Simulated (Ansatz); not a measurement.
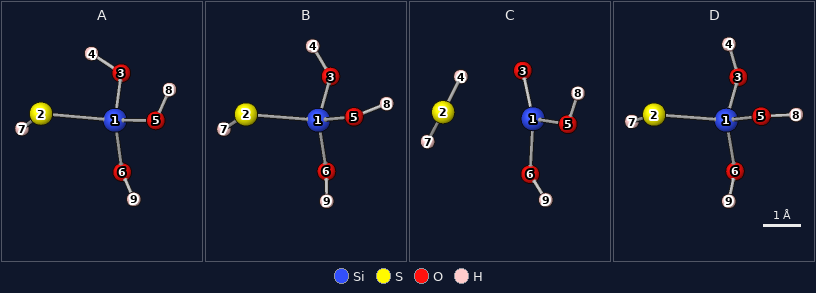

4 geometries from a converged minimum-energy path of SiH$_{4}$SO$_{3}$, shuffled. A ball-and-stick model, seen at a tilt.

Computed with RKS r2SCAN/def2-SVP (Ansatz 0.2.0). Set-up: 9 movable images; climbing image; force threshold 0.03 eV/Å; iteration limit 60; starting path through a guess of the saddle point.

> Which frame is the top of the path?

C. In order along the path, whose images run from 0 to 10: D (image 0, 0.00 eV), B (image 1, 0.00 eV), A (image 4, +0.08 eV), C (image 9, +2.05 eV). A hydrogen atom shifts from one atom to another. Breaking: O3–H4 (0.96 → 1.86 at the top → 2.48 Å). Forming: S2–H4 (3.27 → 1.40 at the top → 1.36 Å).

Cost: 6.1 min on 2 threads of Intel(R) Xeon(R) Platinum 8488C (Sapphire Rapids), with other jobs on the host, peak memory 0.17 GiB.
